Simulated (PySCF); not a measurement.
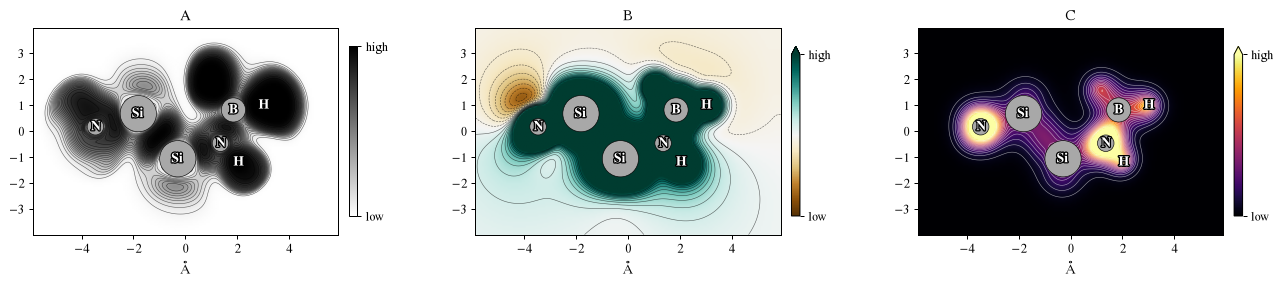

BH$_{9}$N$_{2}$Si$_{2}$ (SMILES BN[SiH2][SiH2]N): 3 fields on the plane of atoms N2, Si3 and Si4, with unlabelled colour scales. Grey discs cover the atomic cores.

Geometry: GFN2-xTB.

These are results of PBE0/pcSseg-1, SCF density, gas phase, non-relativistic (PySCF), not measurements.

> The panels show electron density, electron localisation function and electrostatic potential in some order. Assign them.

Panel A: electron localisation function. Panel B: electrostatic potential (strongly positive close to the atoms, with negative regions outside electron-rich atoms). Panel C: electron density. From the grid: B–N (1.39 Å): the density is about 2 e/Å³ at the midpoint; the ELF peaks at about 0.90 between the atoms, as expected for a polar covalent bond. Si–N (1.73 Å): the density is about 1.1 e/Å³ at the midpoint; the ELF peaks at about 0.90 between the atoms; a polar covalent bond.
